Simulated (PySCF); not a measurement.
System: CH$_{4}$N (SMILES [CH2]N) (doublet).

```tsv
atom	x (Å)	y (Å)	z (Å)
C	-0.6751	-0.0135	-0.0601
N	0.7015	0.0509	0.0785
H	-1.2157	-0.6514	0.6414
H	-1.1764	0.8730	-0.4528
H	1.2067	0.5558	-0.6402
H	1.1718	-0.8080	0.3392
```

Geometry: PBE0-D3(BJ)/ma-def2-SVP.

Computed with DFT single point, gas phase, functional PBE0 (PySCF).

What will maps of the electron density, electron localisation function and spin density show?

C–N (1.39 Å): the density is about 2.2 e/Å³ at the midpoint; the ELF peaks at about 0.95 between the atoms; a covalent bond.
N–H (1.01 Å): the density is about 2.9 e/Å³ at the midpoint; the ELF climbs to about 1 towards the hydrogen, as it does in any bond to H (a covalent bond by its length).
C–H (1.09 Å): ρ is about 2 e/Å³ halfway; the ELF climbs to about 1 towards the hydrogen: a covalent bond by its length.
The unpaired spin (1 electron) lies mostly on C1 (about 0.7) and N2 (about 0.2), in electrons by Hirshfeld's partition.

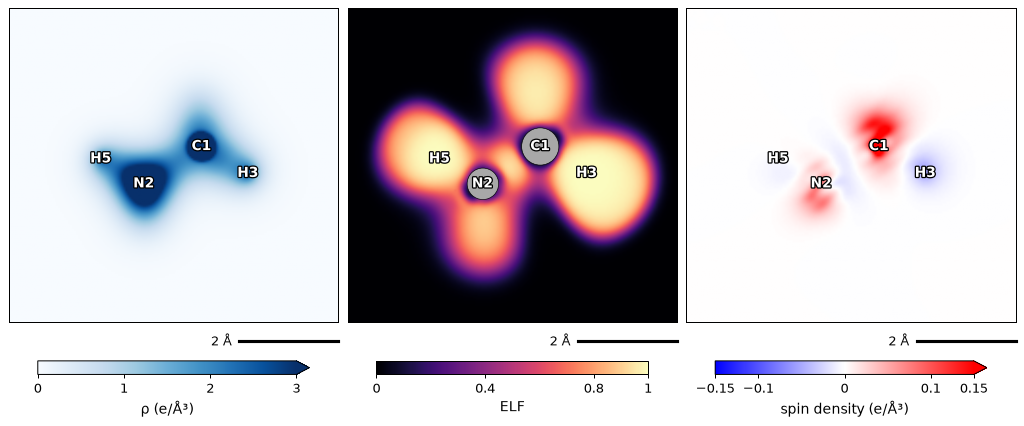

Computed electron density, electron localisation function and spin density on the plane of atoms N2, C1 and H3, in this order. Grey discs cover the atomic cores in the ELF map. 
